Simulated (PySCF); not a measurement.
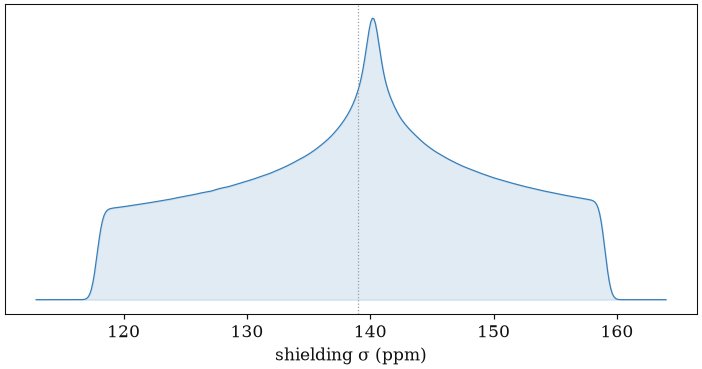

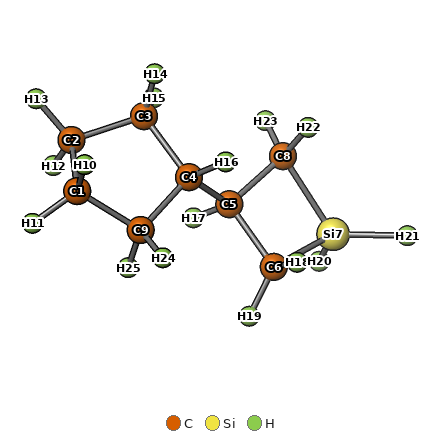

Static powder pattern (¹³C) from GIAO shielding tensors of C₈H₁₆Si, SMILES C1CCC(C2C[SiH2]C2)C1, PBE0/pcSseg-1 with PySCF 2.14.0, at a PBE0-D3(BJ)/def2-SVP geometry (no frequency check); absolute shielding, one fixed geometry of the isolated molecule without any motion, no dipolar terms. The dotted line is the isotropic value; skew is 3(σiso − σ22)/span.

Q: The pattern belongs to C5. Give the principal values, span and skew.

A: C5: σ11, σ22, σ33 = 118, 140, 159 ppm, isotropic 139, span 41 ppm, skew −0.09.

Known limits of this run: one conformer of a flexible molecule.
